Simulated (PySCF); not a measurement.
| atom | x (Å) | y (Å) | z (Å) |
| --- | --- | --- | --- |
| Si | -0.8695 | -0.1614 | -0.1036 |
| O | -0.5580 | -0.2990 | 1.5194 |
| C | 0.3361 | 0.5150 | 2.2385 |
| C | 0.5581 | -0.0721 | 3.6128 |
| H | 1.2973 | 0.5957 | 1.6979 |
| H | -0.0697 | 1.5419 | 2.3293 |
| H | 1.2465 | 0.5545 | 4.2002 |
| H | -0.3952 | -0.1491 | 4.1569 |
| H | 0.9870 | -1.0820 | 3.5330 |
| O | 0.6196 | -0.2793 | -0.8527 |
| C | 0.8890 | -0.0723 | -2.2126 |
| C | 2.3710 | -0.2299 | -2.4642 |
| H | 0.3258 | -0.7952 | -2.8360 |
| H | 0.5605 | 0.9380 | -2.5283 |
| H | 2.6101 | -0.0709 | -3.5266 |
| H | 2.9395 | 0.4969 | -1.8646 |
| H | 2.7020 | -1.2388 | -2.1766 |
| C | -1.6406 | 1.4944 | -0.5091 |
| H | -1.8894 | 1.5770 | -1.5791 |
| H | -0.9586 | 2.3224 | -0.2593 |
| H | -2.5716 | 1.6365 | 0.0618 |
| C | -1.9760 | -1.5883 | -0.5492 |
| H | -1.4801 | -2.5420 | -0.3136 |
| H | -2.2253 | -1.5847 | -1.6219 |
| H | -2.9184 | -1.5435 | 0.0181 |

Geometry: PBE0-D3(BJ)/def2-SVP.

All numbers below come from PBE0/pcSseg-1, SCF density, gas phase, non-relativistic in PySCF.

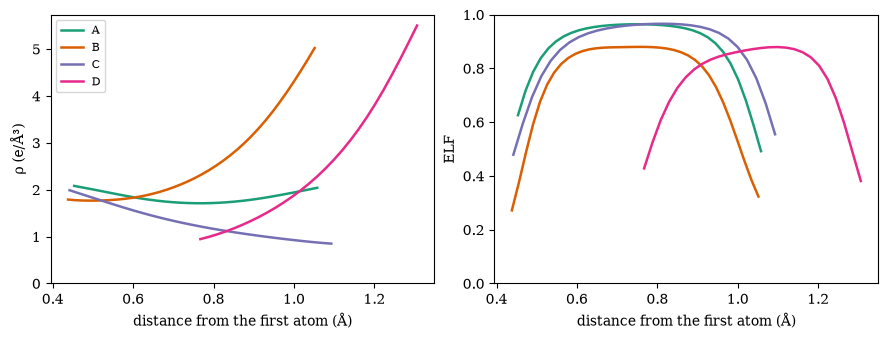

C6H16O2Si (Si(OEt)2Me2). Total electron density and electron localisation function along straight lines between neighbouring atoms. The curves leave out the atomic cores.

Question: Which curve belongs to which contact (C–C, C–O, C–Si and Si–O)? The first atom named is at distance zero.

Answer: Curve A: C–C (1.51 Å): the density is about 1.7 e/Å³ at the midpoint; the ELF peaks at about 0.95 between the atoms; localised, covalent bonding. Curve B: C–O (1.40 Å): the density is about 2.1 e/Å³ at the midpoint, with its minimum of 1.8 e/Å³ about 0.5 Å from C; the ELF peaks at about 0.90 between the atoms: a polar covalent bond. Curve C: C–Si (1.86 Å): ρ at the midpoint is about 1 e/Å³; the ELF peaks at about 0.95 between the atoms: a covalent bond. Curve D: Si–O (1.66 Å): ρ at the midpoint is about 1.1 e/Å³; the ELF peaks at about 0.90 between the atoms; a polar covalent bond.
